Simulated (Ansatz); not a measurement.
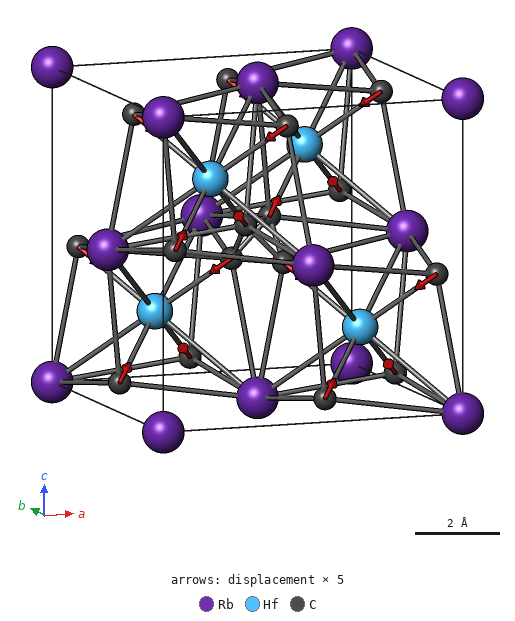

A relaxation of a crystal of RbHfC4 (a generated structure, set up in F-43m) (coarse preliminary run). The starting structure is drawn; red arrows show the displacements (the part carried along by the change of the cell is left out), 5 times their true length.

Style: ball-and-stick. Shown: the conventional cell (4 times the calculation's cell), slightly off an axis. Lengths and directions refer to the drawn axes.

All numbers below come from DFT PBE, scalar-relativistic, plane waves, PAW (Ansatz 0.2.0).

Input
```yaml
crystal:
  lattice:
    - [0.0, 3.84183385, 3.84183385]
    - [3.84183385, 0.0, 3.84183385]
    - [3.84183385, 3.84183385, 0.0]
  atoms:
    - { symbol: Rb, position: [0.0, 0.0, 0.0] }
    - { symbol: Hf, position: [0.25, 0.25, 0.25] }
    - { symbol: C, position: [0.43663635, 0.43663635, 0.43663635] }
    - { symbol: C, position: [0.43663635, 0.43663635, 0.69009094] }
    - { symbol: C, position: [0.43663635, 0.69009094, 0.43663635] }
    - { symbol: C, position: [0.69009094, 0.43663635, 0.43663635] }
basis:
  ecutwfc: 420
kpoints:
  mp_grid: { grid: [4, 4, 4] }
hamiltonian:
  xc: pbe
scf:
  occupations: { method: gaussian, width: 0.1 }
  lower_state_search: "off"
output:
  forces: true
  stress: true
  eigenvalues: true
relax:
  adjacent_minimum: "off"
  f_tol: 0.04
  max_steps: 70
  cell: { stress_tol: 0.4 }
```

Run as
```bash
ansatz run input.yaml --threads 1 --pin off --max-ram 2048MiB --backend cpu --events-out ev --progress --plain --runs-dir out
```

Which element moves most?

Carbon: up to 0.15 Å, against 0.00 Å for hafnium.

What happened in the run?

The largest moves relative to the cell, 0.15 Å, are those of C3, C4, C5 and C6. C4 goes along [1 1 1]. Hf and Rb stay in place. Cell: a = b = c 7.684 → 7.341 Å (−4.5 %). Volume −12.8 %. Among the contacts that change: Hf2–C3 2.484 → 2.225 Å, Rb1–C3 3.425 → 3.216 Å, C3–C4 1.377 → 1.557 Å, Rb1–Hf2 3.327 → 3.179 Å. The space group stays F-43m (No. 216). Over 4 accepted moves (5 points after the start) the energy falls by 3.112 eV per cell of the calculation. Largest force component: 7.3 eV/Å at the start, 0.0031 eV/Å at the end. Pressure: 7.96 GPa at the start and 0.16 GPa at the end. The SCF was repeated once at an unchanged geometry on a basis and grid sized afresh for the cell, which shifted the energy by 11.2 meV per cell of the calculation at most. The run took 23 s on 1 thread of Arm Neoverse V1 (shared host), peak memory 0.36 GiB.
